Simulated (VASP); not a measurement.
Band structure of EuS (rock salt). Level of theory: optB88-vdW, VASP's PBE PAW potentials (set 64) (plane waves; VASP).

The 4f electrons are frozen in the core of the lanthanide potential, so 4f levels, which can set the real gap, and their magnetism are missing.

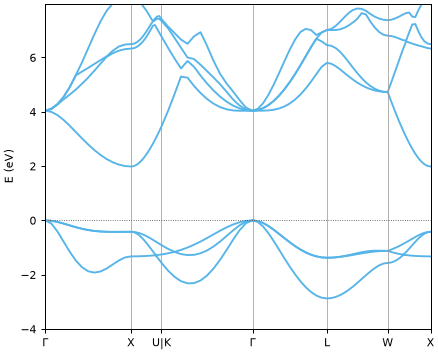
Fig. 1. Bands along high-symmetry lines, zero at the valence-band maximum or, without a gap, the Fermi level

### Question
Read the plot: is there a gap, and where are the band edges?

### Answer
The gap is indirect, 1.98 eV, from the valence maximum at Γ to the conduction minimum at X. (Edges off the drawn lines would not show.)

The compound is EuS in the rock salt structure. It was relaxed first, which changed the volume by -6 %.
